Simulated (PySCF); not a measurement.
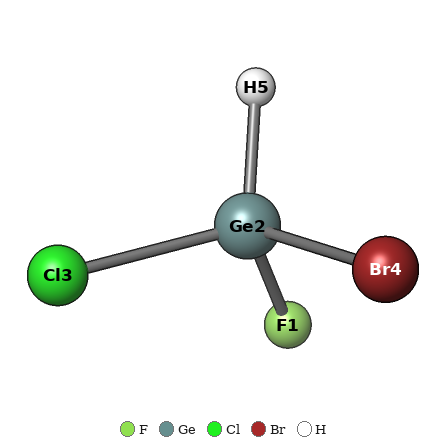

The computed structure is the end point of a PBE0-D3(BJ)/def2-SVP optimisation. No frequency run is at hand to confirm it as a minimum. Method: delta-SCF UKS SCAN, pcX-2 on the ionised atom, pcseg-1 elsewhere, spin-free X2C (PySCF 2.14.0).

Give the core-electron binding energies (to vacuum; p and d levels without spin–orbit splitting) of F1 1s, Cl3 1s, Cl3 2p.

| atom | level | binding energy (eV) |
| --- | --- | --- |
| F1 | 1s | 692.1 |
| Cl3 | 1s | 2829.1 |
| Cl3 | 2p | 207.0 |
